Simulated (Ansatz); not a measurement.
SiHOF: several calculations on one system

### Relaxation

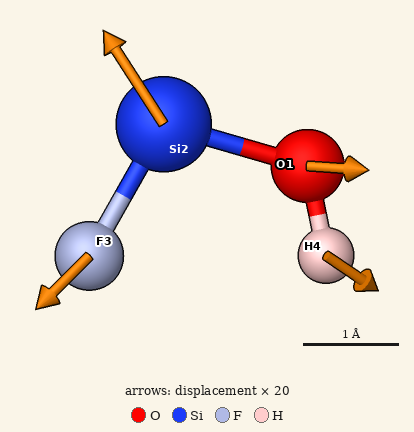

This is a relaxation of SiHOF (coarse preliminary run). The starting structure is drawn; orange arrows show the displacements, magnified 20 times. The two geometries are superimposed by the best rigid fit.

Style: ball-and-stick. Shown at a tilt.

All numbers below come from Ansatz 0.2.0, RKS PBE-D4/def2-SVP.

Input
```yaml
crystal:
  periodic: [false, false, false]
  atoms:
    - {symbol: O, position_ang: [-0.587900, 0.749800, -0.171200]}
    - {symbol: Si, position_ang: [0.293000, 0.048000, 0.969600]}
    - {symbol: F, position_ang: [0.909700, -1.224700, 0.234600]}
    - {symbol: H, position_ang: [-0.559300, 0.366600, -1.053300]}
basis:
  gaussian: {orbitals: def2-SVP}
hamiltonian: {xc: pbe, dispersion: d4}
relax: {f_tol: 0.03, max_steps: 250}
```

### Atoms of which element are displaced furthest, and by how much?

Silicon: up to 0.060 Å, against 0.042 Å for fluorine.

### What happened in the run?

The optimiser took 5 steps. Si2 moves most after the best rigid fit: 0.060 Å. Largest moves by element: Si 0.060 Å, F 0.042 Å, H 0.039 Å, O 0.036 Å. Some distances before and after: O1–Si2 1.603 → 1.676 Å, Si2–F3 1.594 → 1.662 Å, O1–H4 0.962 → 0.979 Å. Among the angles between lasting bonds that change: O1–Si2–F3 103.5° → 101.1°.

### Relaxation

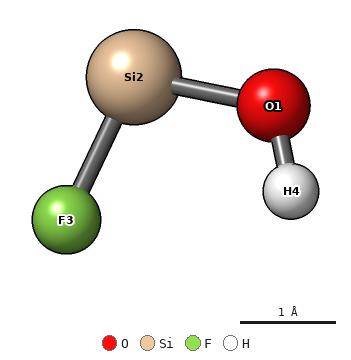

This is the input geometry for a relaxation of SiHOF. The picture is a ball-and-stick view, seen at a tilt.

The calculation used RKS PBE0-D4/def2-TZVP (Ansatz 0.2.0).

Input file:
```yaml
crystal:
  periodic: [false, false, false]
  atoms:
    - {symbol: O, position_ang: [-0.590077, 0.778229, -0.192891]}
    - {symbol: Si, position_ang: [0.294223, 0.048902, 1.029471]}
    - {symbol: F, position_ang: [0.937030, -1.255217, 0.224580]}
    - {symbol: H, position_ang: [-0.585675, 0.367786, -1.081459]}
basis:
  gaussian: {orbitals: def2-TZVP}
hamiltonian: {xc: pbe0, dispersion: d4}
relax: {f_tol: 0.005, max_steps: 200}
```

Predict the outcome.

Answer. Over 6 geometry steps the energy falls by 1.19 kcal/mol. Largest force component: 1.3 eV/Å at the start, 0.00099 eV/Å at the end. O1 moves most after the best rigid fit: 0.029 Å. Largest moves by element: O 0.029 Å, F 0.028 Å, Si 0.024 Å, H 0.012 Å. Near-neighbour distances that change, for instance: Si2–F3 1.662 → 1.620 Å, O1–Si2 1.676 → 1.637 Å, O1–H4 0.979 → 0.963 Å. The run took roughly 28 core-seconds on a shared host.

Final geometry:

```xyz
4

O    -0.5726    0.7560   -0.1877
Si    0.2910    0.0425    1.0063
F     0.9240   -1.2323    0.2326
H    -0.5869    0.3735   -1.0715
```

### A change

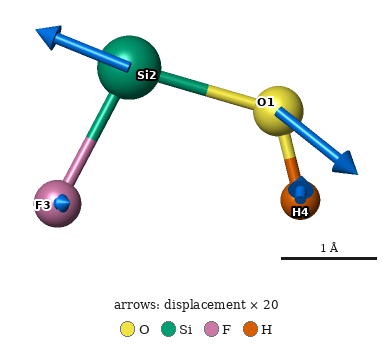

SiHOF. The blue arrows show how the atoms are displaced, magnified 20 times. A ball-and-stick model, seen face on.

Computed with RKS r2SCAN-D4/def2-TZVPP (Ansatz 0.2.0). 

> What was done to the structure, and with what result?

All atoms are moved at random (σ = 0.04 Å) from the PBE0-D4/def2-TZVP minimum. It costs 20.8 kJ/mol. The largest force is 4.9 eV/Å, on O1. The forces mostly point back along the displacements (cosine −0.81). At other levels of theory the same distortion costs 18.8 kJ/mol (RKS PBE-D4/def2-TZVPP), 20.9 kJ/mol (RKS PBE0-D4/def2-TZVPP), 20.0 kJ/mol (RKS wB97M-V/def2-TZVPP), 20.4 kJ/mol (RHF-CCSD(T), frozen core/def2-TZVPP). Some distances before and after: O1–Si2 1.637 → 1.739 Å, O1–H4 0.963 → 0.909 Å, Si2–F3 1.620 → 1.613 Å. Bond angles that change, for instance: O1–Si2–F3 101.6° → 98.6°.

### Distortion

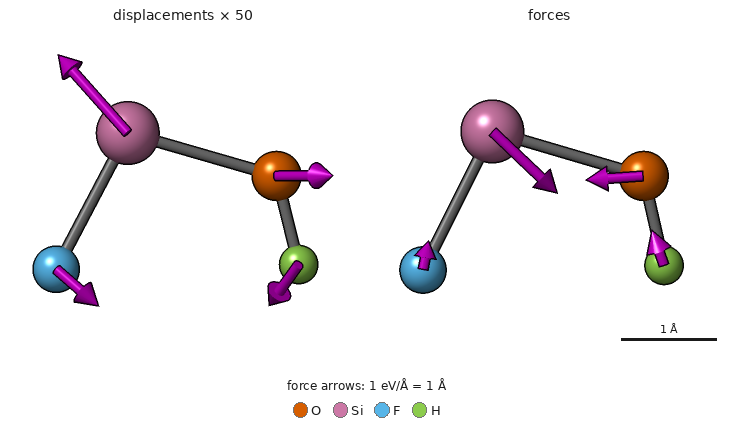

Left: SiHOF, with purple arrows for the displacements applied to it. Right: the displaced structure with the computed forces. The picture is a ball-and-stick view, seen face on.

Level of theory: Ansatz 0.2.0, RKS PBE0-D4/def2-TZVPP. 

Q: How do the forces relate to the distortion?

A: All atoms are moved at random (σ = 0.02 Å) from the PBE0-D4/def2-TZVP minimum. Energy change: +1.67 kJ/mol. The largest force is 0.96 eV/Å, on the Si atom. At other levels of theory the same distortion costs −0.80 kJ/mol (RKS PBE-D4/def2-TZVPP), 1.31 kJ/mol (RKS r2SCAN-D4/def2-TZVPP), 1.05 kJ/mol (RKS wB97M-V/def2-TZVPP), 1.40 kJ/mol (RHF-CCSD(T), frozen core/def2-TZVPP). Among the bonded contacts that change: O–Si 1.637 → 1.666 Å, F–Si 1.620 → 1.631 Å, H–O 0.963 → 0.969 Å. The forces point mostly back against the displacements (cosine −0.79).
